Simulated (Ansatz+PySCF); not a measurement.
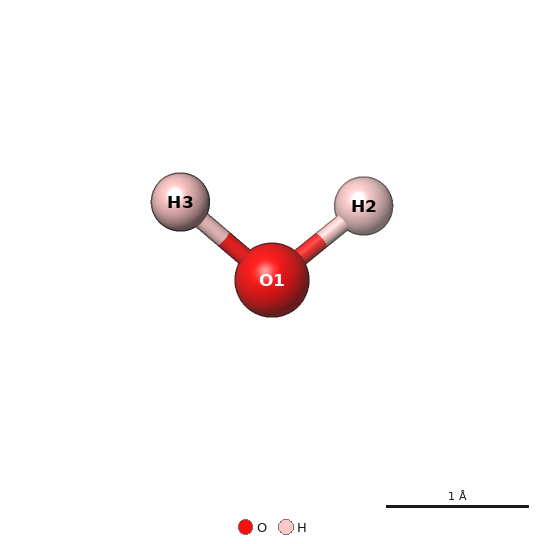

Figure made from data computed with Ansatz+PySCF.

Orthographic view. Depth is shown by fading: the farther an atom, the more it takes the colour of the background. Geometry: a fixed input geometry, not necessarily a minimum.

Write a MOL file (V2000) with the atoms in numerical order, bonds sorted by atom number with the orders drawn, and coordinates in the frame of the picture: x right, y up, z towards the viewer, origin at the mean position.

```
H2O
                    3D

  3  2  0  0  0  0  0  0  0  0999 V2000
    0.0000   -0.3600    0.0200 O   0  0  0  0  0  0  0  0  0  0  0  0
    0.6500    0.1700   -0.2200 H   0  0  0  0  0  0  0  0  0  0  0  0
   -0.6500    0.1900    0.1900 H   0  0  0  0  0  0  0  0  0  0  0  0
  1  2  1  0
  1  3  1  0
M  END
```
